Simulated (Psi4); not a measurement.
Single-point calculation of InN₂H₅

The run: single-point calculation of InN₂H₅. Method and program: CAM-B3LYP/def2-SVP, RKS, core potentials def2 (Psi4 1.11).

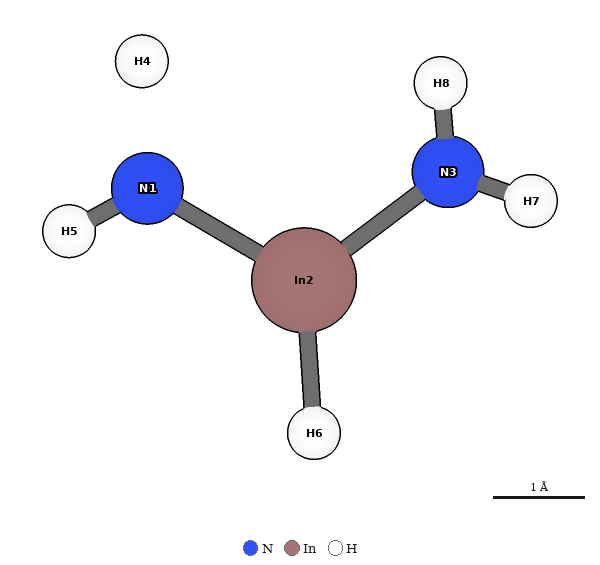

Figure 1. The structure as given in the input (ball-and-stick view, seen on its broad side; atoms are numbered from 1 in the order of the input). Sticks mark near contacts. Bond lengths as drawn: H–In 1.70 Å, H–N 1.01 Å and In–N 2.02 Å.

### Summary

```tsv
quantity	value
outcome	converged
total energy	−302.384665 hartree
basis functions	79
HOMO	−7.74 eV
LUMO	0.13 eV
dipole moment	0.20 D
hardware	1 thread of Intel Xeon (Sapphire Rapids), 32 GiB of memory available, shared host
wall time	6.3 s
peak memory	0.58 GiB
```

### Input file (calc.py)
```python
import psi4

psi4.set_memory(1600000000)
psi4.set_num_threads(1)
psi4.set_output_file('h5inn2.out', False)

geom = psi4.geometry("""
N
In 1 2.018184
N 2 2.018141 1 112.72333
H 1 1.5126 2 119.28813 3 18.76805
H 1 1.008014 4 109.60233 2 -143.33452
H 2 1.70331 3 123.63027 1 -179.99422
H 3 1.007953 2 119.67322 6 -21.56562
H 3 1.008405 7 109.61074 2 143.2183
symmetry c1
""")

e = psi4.energy("cam-b3lyp/def2-SVP", molecule=geom)
print(f'total energy {e:.8f} hartree = {e * 27.211386:.5f} eV')
```

Launch command:
```bash
python calc.py
```

### The program's output
```
Psi4 1.11 release

   => Loading Basis Set <=

    Name: DEF2-SVP
    Role: ORBITAL
    Keyword: BASIS

    !!!  WARNING: ECP capability is in beta. Please check occupations closely.  !!!

         ---------------------------------------------------------
                                   SCF
                              RKS Reference
                        1 Threads,   1525 MiB Core
         ---------------------------------------------------------

  ==> Geometry <==

    Molecular point group: c1
    Full point group: C1

    Geometry (in Angstrom), charge = 0, multiplicity = 1:

       Center              X                  Y                   Z               Mass
    ------------   -----------------  -----------------  -----------------  -----------------
         N            0.000967846659     0.201133074550    -1.884562621832    14.003074004430
         IN           0.000967846659     0.201133074550     0.133621378168   114.903878776000
         N            0.000967846659    -1.660361592371     0.913192222227    14.003074004430
         H           -0.423483187377    -1.047966403192    -2.624529225410     1.007825032230
         H           -0.321139624715     1.015651746183    -2.383459740125     1.007825032230
         H            0.001110917230     1.619092338906     1.077367350481     1.007825032230
         H            0.322954917921    -1.806019290998     1.857161189397     1.007825032230
         H            0.283315900766    -2.437256697514     0.335616066234     1.007825032230

  Running in c1 symmetry.

  Rotational constants: A =      0.40388  B =      0.17222  C =      0.12140 [cm^-1]
  Rotational constants: A =  12107.99345  B =   5162.92999  C =   3639.60174 [MHz]
  Nuclear repulsion =  128.657040333336113

  Charge       = 0
  Multiplicity = 1
  Electrons    = 40
  Nalpha       = 20
  Nbeta        = 20

  ==> Algorithm <==

  SCF Algorithm Type is DF.
  DIIS enabled.
  MOM disabled.
  Fractional occupation disabled.
  Guess Type is SAD.
  Energy threshold   = 1.00e-06
  Density threshold  = 1.00e-06
  Integral threshold = 1.00e-12

  ==> Primary Basis <==

  Basis Set: DEF2-SVP
    Blend: DEF2-SVP
    Number of shells: 37
    Number of basis functions: 79
    Number of Cartesian functions: 83
    Spherical Harmonics?: true
    Max angular momentum: 2

  Core potential: DEF2-SVP
    Number of shells: 4
    Number of ECP primitives: 18
    Number of ECP core electrons: 28
    Max angular momentum: 3

  ==> DFT Potential <==

   => LibXC <=

    Version 7.1.2

   => Composite Functional: CAM-B3LYP <=

    CAM-B3LYP Hyb-GGA Exchange-Correlation Functional

    Deriv               =              1
    GGA                 =           TRUE
    Meta                =          FALSE

    Exchange Hybrid     =           TRUE
    MP2 Hybrid          =          FALSE

   => Exchange Functionals <=

    0.3500         Becke 88 [omega = 0.3300]
    0.4600   Short-range recipe for B88 functional - erf [omega = 0.3300]

   => Exact (HF) Exchange <=

    0.4600            HF,LR [omega = 0.3300]
    0.1900               HF

   => Correlation Functionals <=

    0.1900   Vosko, Wilk & Nusair (VWN5)
    0.8100   Lee, Yang & Parr

   => LibXC Density Thresholds  <==

    XC_HYB_GGA_XC_CAM_B3LYP:  1.00E-14

   => Molecular Quadrature <=

    Radial Scheme          =       TREUTLER
    Pruning Scheme         =           NONE
    Nuclear Scheme         =       TREUTLER

    Blocking Scheme        =         OCTREE
    BS radius alpha        =              1
    Pruning alpha          =              1
    Radial Points          =             75
    Spherical Points       =            302
    Total Points           =         174187
    Total Blocks           =           1384
    Max Points             =            256
    Max Functions          =             79
    Weights Tolerance      =       1.00E-15

   => Loading Basis Set <=

    Name: (DEF2-SVP AUX)
    Role: JKFIT
    Keyword: DF_BASIS_SCF

  ==> Integral Setup <==

  DFHelper Memory: AOs need 0.067 GiB; user supplied 0.820 GiB.
  SCF_SUBTYPE=INCORE selected. In-core MEM_DF algorithm will be used.
  Using in-core AOs.

  ==> MemDFJK: Density-Fitted J/K Matrices <==

    J tasked:                   Yes
    K tasked:                   Yes
    wK tasked:                  Yes
    Omega:                3.300E-01
    Memory [MiB]:               840
    Algorithm:                 Core
    Schwarz Cutoff:           1E-12
    Mask sparsity (%):       1.4741
    Fitting Condition:        1E-10

   => Auxiliary Basis Set <=

  Basis Set: (DEF2-SVP AUX)
    Blend: DEF2-UNIVERSAL-JKFIT
    Number of shells: 126
    Number of basis functions: 462
    Number of Cartesian functions: 595
    Spherical Harmonics?: true
    Max angular momentum: 5

  Cached 100.0% of DFT collocation blocks in 0.297 [GiB].

  Minimum eigenvalue in the overlap matrix is 1.9406142933E-02.
  Reciprocal condition number of the overlap matrix is 4.1866832715E-03.
    Using symmetric orthogonalization.

  ==> Pre-Iterations <==

  SCF Guess: Superposition of Atomic Densities via on-the-fly atomic UHF (no occupation information).

   -------------------------
    Irrep   Nso     Nmo
   -------------------------
     A         79      79
   -------------------------
    Total      79      79
   -------------------------

  ==> Iterations <==

                           Total Energy        Delta E     RMS |[F,P]|

   @DF-RKS iter SAD:  -300.60524430545058   -3.00605e+02   0.00000e+00
   @DF-RKS iter   1:  -301.81263467607010   -1.20739e+00   1.38346e-02 ADIIS/DIIS
   @DF-RKS iter   2:  -301.10685645667775    7.05778e-01   1.90680e-02 ADIIS/DIIS
   @DF-RKS iter   3:  -302.37154411900269   -1.26469e+00   2.02823e-03 ADIIS/DIIS
   @DF-RKS iter   4:  -302.37822075499366   -6.67664e-03   1.50006e-03 ADIIS/DIIS
   @DF-RKS iter   5:  -302.38446850584728   -6.24775e-03   2.49981e-04 ADIIS/DIIS
   @DF-RKS iter   6:  -302.38465333417082   -1.84828e-04   5.47459e-05 DIIS
   @DF-RKS iter   7:  -302.38466459025665   -1.12561e-05   1.00355e-05 DIIS
   @DF-RKS iter   8:  -302.38466520195334   -6.11697e-07   1.81235e-06 DIIS
   @DF-RKS iter   9:  -302.38466524128006   -3.93267e-08   5.87087e-07 DIIS
  Energy and wave function converged.

  ==> Post-Iterations <==

   Electrons on quadrature grid:
      Ntotal   =   40.0000318650 ; deviation = 3.186e-05

    Orbital Energies [Eh]
    ---------------------

    Doubly Occupied:

       1A    -14.389777     2A    -14.358991     3A     -4.733497
       4A     -3.143216     5A     -3.134621     6A     -3.134178
       7A     -0.887450     8A     -0.866350     9A     -0.825726
      10A     -0.821559    11A     -0.820949    12A     -0.807570
      13A     -0.788512    14A     -0.518798    15A     -0.501316
      16A     -0.448994    17A     -0.389024    18A     -0.360769
      19A     -0.306215    20A     -0.284594

    Virtual:

      21A      0.004820    22A      0.022921    23A      0.055590
      24A      0.094130    25A      0.131266    26A      0.153405
      27A      0.191576    28A      0.201368    29A      0.223212
      30A      0.229375    31A      0.300205    32A      0.327928
      33A      0.417435    34A      0.457881    35A      0.501222
      36A      0.529580    37A      0.552960    38A      0.630315
      39A      0.699336    40A      0.712707    41A      0.743168
      42A      0.856897    43A      0.865308    44A      0.900757
      45A      0.931977    46A      0.962355    47A      0.976673
      48A      1.016636    49A      1.111047    50A      1.170329
      51A      1.399073    52A      1.466736    53A      1.496710
      54A      1.576392    55A      1.609781    56A      1.640521
      57A      1.663762    58A      1.773031    59A      1.837695
      60A      1.852735    61A      1.933065    62A      1.981545
      63A      2.213953    64A      2.224327    65A      2.226651
      66A      2.428417    67A      2.583033    68A      2.604224
      69A      2.651908    70A      2.699396    71A      2.753887
      72A      2.827558    73A      3.191791    74A      3.343368
      75A      3.437997    76A     15.976647    77A     16.643449
      78A     17.259658    79A     60.915046

    Final Occupation by Irrep:
              A
    DOCC [    20 ]
    NA   [    20 ]
    NB   [    20 ]

  @DF-RKS Final Energy:  -302.38466524128006

   => Energetics <=

    Nuclear Repulsion Energy =            128.6570403333361128
    One-Electron Energy =                -743.4260608878478251
    Two-Electron Energy =                 335.6415125470673502
    DFT Exchange-Correlation Energy =     -23.2571572338356773
    Empirical Dispersion Energy =           0.0000000000000000
    VV10 Nonlocal Energy =                  0.0000000000000000
    Total Energy =                       -302.3846652412800609

Computation Completed

Properties will be evaluated at   0.000000,   0.000000,   0.000000 [a0]

Properties computed using the SCF density matrix

 Multipole Moments:

 ------------------------------------------------------------------------------------
     Multipole            Electronic (a.u.)      Nuclear  (a.u.)        Total (a.u.)
 ------------------------------------------------------------------------------------

 L = 1.  Multiply by 2.5417464519 to convert [e a0] to [Debye]
 Dipole X            :          0.1967825           -0.1953343            0.0014483
 Dipole Y            :         16.2624954          -16.3410351           -0.0785397
 Dipole Z            :         10.8207802          -10.8307540           -0.0099739
 Magnitude           :                                                    0.0791837

 ------------------------------------------------------------------------------------

	total time  =          5 seconds =       0.08 minutes
```

### Standard output
```
total energy -302.38466524 hartree = -8228.30585 eV
```

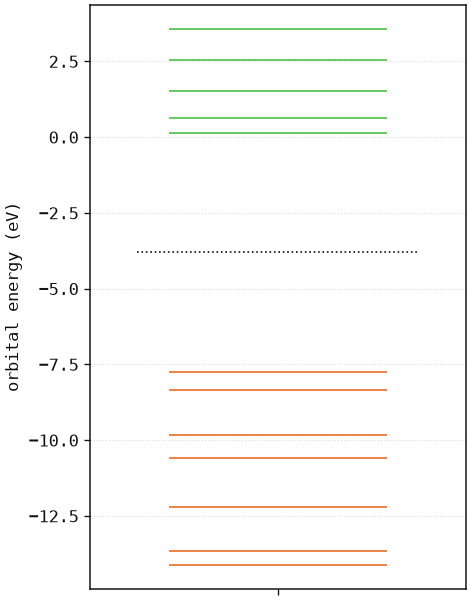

Figure 2. Orbital energies near the frontier; the dotted line parts filled from empty levels, and levels within 0.02 eV of each other stand side by side. Highest filled −7.74 eV, lowest empty 0.13 eV, 7.87 eV apart.
